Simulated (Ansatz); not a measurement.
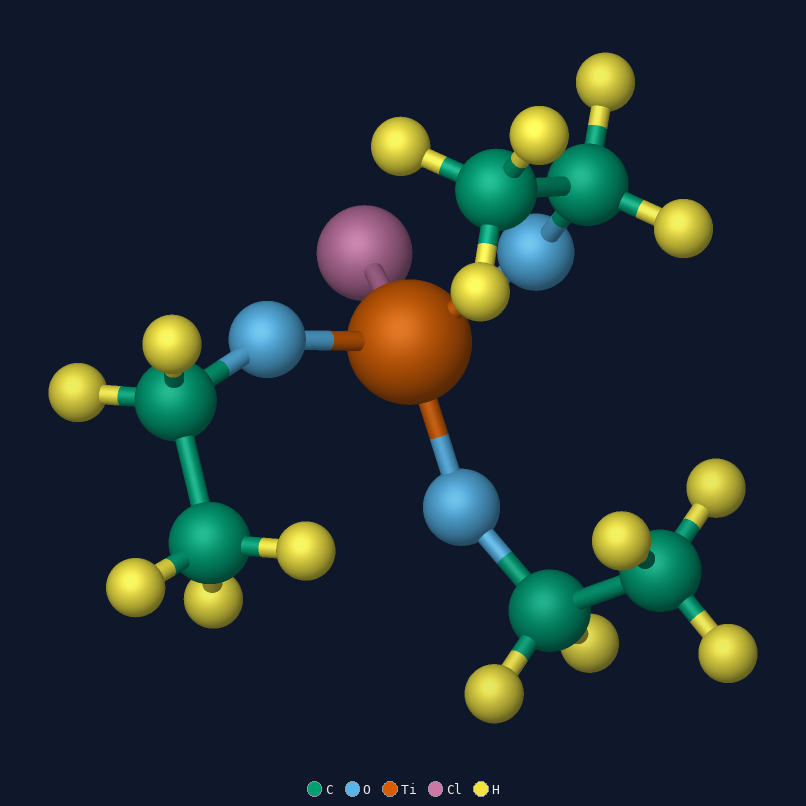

The picture shows the input geometry.

Input file:

```yaml
crystal:
  periodic: [false, false, false]
  atoms:
    - {symbol: C, position_ang: [-1.016844, 1.031963, 2.401562]}
    - {symbol: C, position_ang: [-1.326330, -0.447324, 2.344103]}
    - {symbol: O, position_ang: [-0.443336, -1.138785, 1.511215]}
    - {symbol: Ti, position_ang: [0.972835, -1.212490, 0.457315]}
    - {symbol: Cl, position_ang: [2.323470, -2.887635, 1.087122]}
    - {symbol: O, position_ang: [1.827654, 0.330715, 0.550585]}
    - {symbol: C, position_ang: [2.241834, 1.548672, 0.006411]}
    - {symbol: C, position_ang: [1.685579, 1.771925, -1.382095]}
    - {symbol: O, position_ang: [0.428366, -1.457890, -1.205310]}
    - {symbol: C, position_ang: [-0.569335, -1.541587, -2.179285]}
    - {symbol: C, position_ang: [-1.941127, -1.239735, -1.618561]}
    - {symbol: H, position_ang: [-0.003087, 1.200389, 2.770395]}
    - {symbol: H, position_ang: [-1.100216, 1.483571, 1.409942]}
    - {symbol: H, position_ang: [-1.718202, 1.537979, 3.069398]}
    - {symbol: H, position_ang: [-1.268404, -0.889472, 3.345551]}
    - {symbol: H, position_ang: [-2.345962, -0.611268, 1.973978]}
    - {symbol: H, position_ang: [3.337829, 1.558397, -0.014298]}
    - {symbol: H, position_ang: [1.921517, 2.352239, 0.681130]}
    - {symbol: H, position_ang: [2.038158, 2.726460, -1.780256]}
    - {symbol: H, position_ang: [0.593128, 1.790162, -1.363101]}
    - {symbol: H, position_ang: [2.002932, 0.975287, -2.057938]}
    - {symbol: H, position_ang: [-0.321826, -0.839209, -2.984896]}
    - {symbol: H, position_ang: [-0.544626, -2.550340, -2.607765]}
    - {symbol: H, position_ang: [-1.979715, -0.224904, -1.215057]}
    - {symbol: H, position_ang: [-2.696400, -1.326154, -2.403462]}
    - {symbol: H, position_ang: [-2.192389, -1.936766, -0.816583]}
basis:
  gaussian: {orbitals: def2-TZVPP}
hamiltonian: {xc: {name: wB97M-V}}
output: {forces: true, orbitals: {seedname: orbitals}}
```

Command:

```sh
ansatz run in.yaml --threads 11 --pin off --events-out ev --progress --plain --max-ram 174080MiB --backend cuda --devices 0, --max-vram 75GiB
```

What the program printed:

```
Functional definition: wB97M-V
  name "wB97M-V"
  cite "Mardirossian & Head-Gordon, J. Chem. Phys. 144, 214110 (2016) doi:10.1063/1.4952647"
  cite "Becke, J. Chem. Phys. 107, 8554 (1997) doi:10.1063/1.475007"
  cite "Vydrov & Van Voorhis, J. Chem. Phys. 133, 244103 (2010) doi:10.1063/1.3521275"
  # Of w^i u^j: cxij and so on, Table III.
  parameter omega = 0.3/bohr
  parameter cx = 0.15
  parameter cx01 = 1.007
  parameter cx10 = 0.259
  parameter css00 = 0.443
  parameter css04 = -1.437
  parameter css10 = -4.535
  parameter css20 = -3.390
  parameter css43 = 4.278
  parameter cos00 = 1.000
  parameter cos10 = 1.358
  parameter cos20 = 2.924
  parameter cos21 = -8.812
  parameter cos60 = -1.390
  parameter cos61 = 9.142
  parameter b = 6.0
  parameter c = 0.01
  gx(w, u) = 1 - cx + cx01*u + cx10*w
  gss(w, u) = css00 + css04*u^4 + css10*w + css20*w^2 + css43*w^4*u^3
  gos(w, u) = cos00 + cos10*w + (cos20 + cos21*u)*w^2 + (cos60 + cos61*u)*w^6
  exchange = spin_sum(e_x_unif_sr(omega)*gx(b97_w, b97_u_x)) + cx*exact_x_sr(omega) + exact_x_lr(omega)
  correlation = spin_sum(e_c_pw_mod_same_spin*gss(b97_w, b97_u_same))
      + integral(e_c_pw_mod_opposite_spin*gos(b97_w_opposite, b97_u_opposite)) + vv10(b, c)
3192 factors; their error is unknown
747 factors; integrals over basis functions are off by at most 7.4e-6 eV
mean field evaluation 1: about -48232.4564 eV, gradient 9.6e1 eV
mean field evaluation 2: about -48159.8410 eV, gradient 2.7e2 eV
mean field evaluation 4: about -48249.7095 eV, gradient 1.2e1 eV
mean field evaluation 8: about -48250.0124 eV, gradient 2.5e-1 eV
mean field evaluation 16: about -48250.0555 eV, gradient 1.8e-2 eV
mean field -48250.05545943 eV, -1773.1568330719 hartree, gradient 6.5e-5 eV, S^2 0.000000; 0 other end points of the search recorded, 0 dependent functions left out
the calculation of the forces begins
reference -48250.05553833 eV, -1773.1568359714 hartree; 57, 57 occupied and 538, 538 virtual orbitals, 3192 factors
Total energy: -48250.05553833 eV, -1773.1568359714 hartree
Atom 0 at    -1.016844     1.031963     2.401562 Å, force     0.044317     0.172805     0.009144 eV/Å
Atom 1 at    -1.326330    -0.447324     2.344103 Å, force    -0.355386    -0.015870     0.282335 eV/Å
Atom 2 at    -0.443336    -1.138785     1.511215 Å, force     0.164484    -0.145229    -0.167807 eV/Å
Atom 3 at     0.972835    -1.212490     0.457315 Å, force    -0.030550     0.035519    -0.013847 eV/Å
Atom 4 at     2.323470    -2.887635     1.087122 Å, force     0.068558    -0.084880     0.032107 eV/Å
Atom 5 at     1.827654     0.330715     0.550585 Å, force    -0.081107    -0.236379     0.123317 eV/Å
Atom 6 at     2.241834     1.548672     0.006411 Å, force     0.243280     0.381988     0.046759 eV/Å
Atom 7 at     1.685579     1.771925    -1.382095 Å, force    -0.061884     0.019403    -0.167799 eV/Å
Atom 8 at     0.428366    -1.457890    -1.205310 Å, force     0.209170     0.020922     0.182857 eV/Å
Atom 9 at    -0.569335    -1.541587    -2.179285 Å, force    -0.113234    -0.085590    -0.434394 eV/Å
Atom 10 at    -1.941127    -1.239735    -1.618561 Å, force    -0.161527     0.028938     0.072983 eV/Å
Atom 11 at    -0.003087     1.200389     2.770395 Å, force    -0.058108    -0.017011    -0.024710 eV/Å
Atom 12 at    -1.100216     1.483571     1.409942 Å, force     0.006834    -0.031101     0.048406 eV/Å
Atom 13 at    -1.718202     1.537979     3.069398 Å, force     0.054216    -0.037042    -0.052110 eV/Å
Atom 14 at    -1.268404    -0.889472     3.345551 Å, force    -0.007667     0.046775    -0.096661 eV/Å
Atom 15 at    -2.345962    -0.611268     1.973978 Å, force     0.092482     0.020326     0.034780 eV/Å
Atom 16 at     3.337829     1.558397    -0.014298 Å, force    -0.107476     0.002275    -0.000874 eV/Å
Atom 17 at     1.921517     2.352239     0.681130 Å, force     0.027773    -0.070594    -0.065788 eV/Å
Atom 18 at     2.038158     2.726460    -1.780256 Å, force    -0.028675    -0.073483     0.029159 eV/Å
Atom 19 at     0.593128     1.790162    -1.363101 Å, force     0.057032    -0.005709     0.005979 eV/Å
Atom 20 at     2.002932     0.975287    -2.057938 Å, force    -0.018684     0.042536     0.046114 eV/Å
Atom 21 at    -0.321826    -0.839209    -2.984896 Å, force    -0.027563    -0.063486     0.073976 eV/Å
Atom 22 at    -0.544626    -2.550340    -2.607765 Å, force    -0.006282     0.100040     0.040844 eV/Å
Atom 23 at    -1.979715    -0.224904    -1.215057 Å, force     0.010871    -0.053955    -0.019714 eV/Å
Atom 24 at    -2.696400    -1.326154    -2.403462 Å, force     0.056907     0.007659     0.061409 eV/Å
Atom 25 at    -2.192389    -1.936766    -0.816583 Å, force     0.022219     0.041144    -0.046465 eV/Å
Dipole moment:    -0.614055     0.763506    -0.287171 e Å
```
